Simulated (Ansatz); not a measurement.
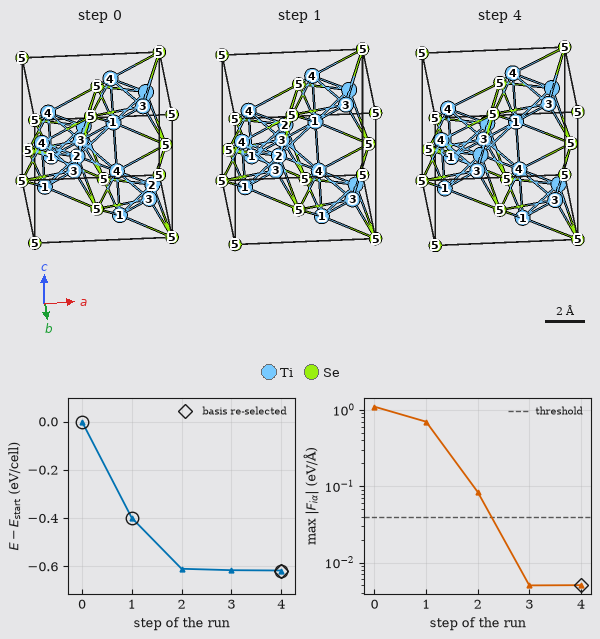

Frames of a relaxation of solid Ti$_{4}$Se (a generated structure, set up in F-43m) (coarse preliminary run), marked on the history of the run. A ball-and-stick model of the conventional cell (4 times the calculation's cell), seen from a free direction. Lengths and directions refer to the drawn axes.

Method: DFT PBE, scalar-relativistic, plane waves, PAW (Ansatz).

Input
```yaml
crystal:
  lattice:
    - [0.0, 3.58284296, 3.58284296]
    - [3.58284296, 0.0, 3.58284296]
    - [3.58284296, 3.58284296, 0.0]
  atoms:
    - { symbol: Ti, position: [0.63146488, 0.63146488, 0.63146488], spin: 1.0 }
    - { symbol: Ti, position: [0.63146488, 0.63146488, 0.10560537], spin: 1.0 }
    - { symbol: Ti, position: [0.63146488, 0.10560537, 0.63146488], spin: 1.0 }
    - { symbol: Ti, position: [0.10560537, 0.63146488, 0.63146488], spin: 1.0 }
    - { symbol: Se, position: [0.0, 0.0, 0.0] }
basis:
  ecutwfc: 420
kpoints:
  mp_grid: { grid: [4, 4, 4] }
hamiltonian:
  xc: pbe
scf:
  occupations: { method: gaussian, width: 0.1 }
  lower_state_search: "off"
output:
  forces: true
  stress: true
  eigenvalues: true
  populations: true
magnetization:
  spin_polarized: true
relax:
  adjacent_minimum: "off"
  f_tol: 0.04
  max_steps: 70
  cell: { stress_tol: 0.4 }
```

Launched with:
```bash
ansatz run input.yaml --threads 1 --pin off --max-ram 2560MiB --backend cpu --events-out ev --progress --plain --runs-dir out
```

Q: Describe the path.

A: Over 3 accepted moves (4 points after the start) the energy falls by 0.617 eV per cell of the calculation. The largest force component goes from 1.1 to 0.005 eV/Å. The pressure goes from 9.26 to 0.21 GPa. At 1 point the geometry stayed and the basis and grid were re-selected for the new cell (energy shift of 1.3 meV per cell of the calculation at most each time). The largest moves relative to the cell, 0.094 Å, are those of Ti1, Ti2, Ti3 and Ti4. Ti1 goes along [−1 1 −1]. Se stays in place. The volume changes by +12.0 %, with a = b = c 7.166 → 7.441 Å (+3.8 %). Some distances before and after: Ti1–Ti2 2.402 → 2.648 Å, Ti1–Se5 2.958 → 3.087 Å, Ti1–Ti2 (another image) 2.664 → 2.613 Å. The space group stays F-43m (No. 216). The program noted that the starting moments weren't kept. From step 0 to 1: Ti atoms move most (0.02 Å), volume +7.0 %, energy −0.399 eV per cell of the calculation. From step 1 to 4: Ti atoms move most (0.07 Å), volume +4.6 %, energy −0.218 eV per cell of the calculation.

| step | E − E(0), meV/atom | largest force component, eV/Å | pressure, GPa | volume, Å³/atom | note |
| --- | --- | --- | --- | --- | --- |
| 0 | 0.00 | 1.1014 | 9.26 | 18.397 |  |
| 1 | -79.79 | 0.7002 | 3.76 | 19.689 |  |
| 2 | -121.91 | 0.0840 | 0.83 | 20.380 |  |
| 3 | -123.08 | 0.0050 | 0.19 | 20.599 |  |
| 4 | -123.34 | 0.0050 | 0.21 | 20.599 | same geometry, new basis |
